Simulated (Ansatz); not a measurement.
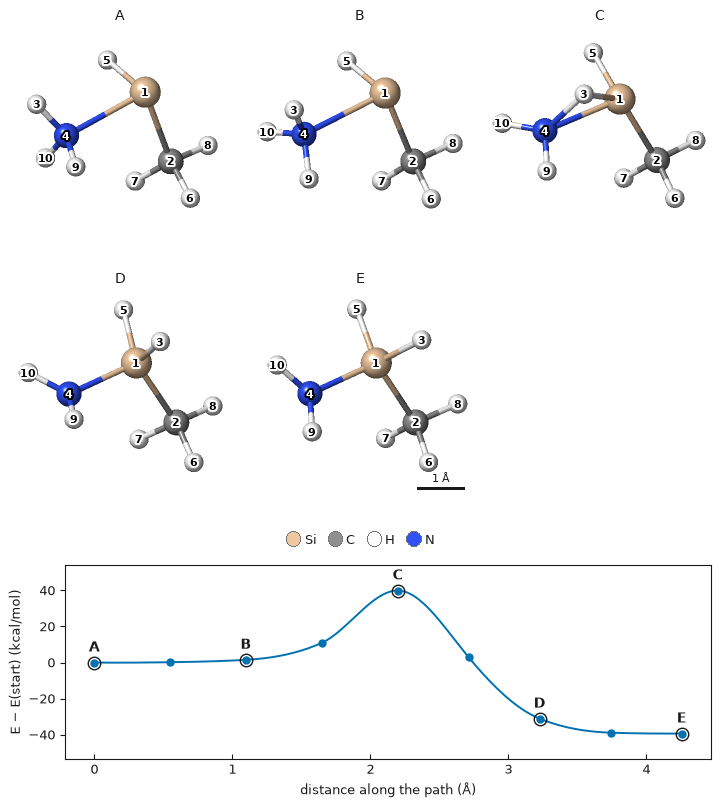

NEB run on CH$_{7}$NSi. Images are numbered from 0 (start) to 8 (end). Frames A to E are images 0, 2, 4, 6, 8. The picture is a ball-and-stick view, seen from a free direction.

Computed with RKS BHLYP-D4/def2-SVP (Ansatz). Run with 7 movable images; climbing image.

Q: Describe the mechanism and the energy profile.

A: A hydrogen atom shifts from one atom to another. Breaking: H3–N4 (1.01 → 1.36 at the top → 2.71 Å). Forming: Si1–H3 (2.56 → 1.62 at the top → 1.50 Å). The highest point, image 4, lies 39.9 kcal/mol above the start and 79.3 kcal/mol above the end; the end is at −39.4 kcal/mol relative to the start. The band converged in 14 iterations. The largest component of the band force went from 5.2 to 0.014 eV/Å. The climbing image converged on the top of the path. Its curvatures weren't checked. The largest force component is 0.19 eV/Å at the start and 0.21 eV/Å at the end; an end with forces this large is no minimum, and the barrier measured from it can be far off.

The run took roughly 3 core-minutes on a shared host.
